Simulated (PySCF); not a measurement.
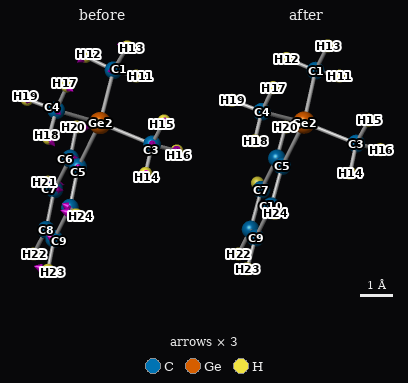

The structure of C$_{9}$H$_{14}$Ge before (left) and after (right) a relaxation, at one scale. The purple arrows give the displacements, magnified 3 times.

Style: ball-and-stick. Shown from a free direction.

The start comes from GFN2-xTB.

All numbers below come from PBE0-D3(BJ)/def2-SVP geometry optimisation, gas phase in PySCF 2.14.0, density-fitted response routines. 

What changed between the two?

Answer. The atom that moves furthest after the best rigid fit is H24 (0.19 Å). By element the largest moves are H 0.19 Å, C 0.11 Å, Ge 0.02 Å. Some distances before and after: Ge2–C3 1.989 → 1.956 Å, C1–Ge2 1.987 → 1.955 Å, Ge2–C5 1.980 → 1.957 Å, C1–H11 1.086 → 1.100 Å. The energy falls by 0.103 eV in 5 geometry steps. Largest force component: 0.98 eV/Å at the start, 0.0084 eV/Å at the end. The run took about 4 core-minutes on a shared host.
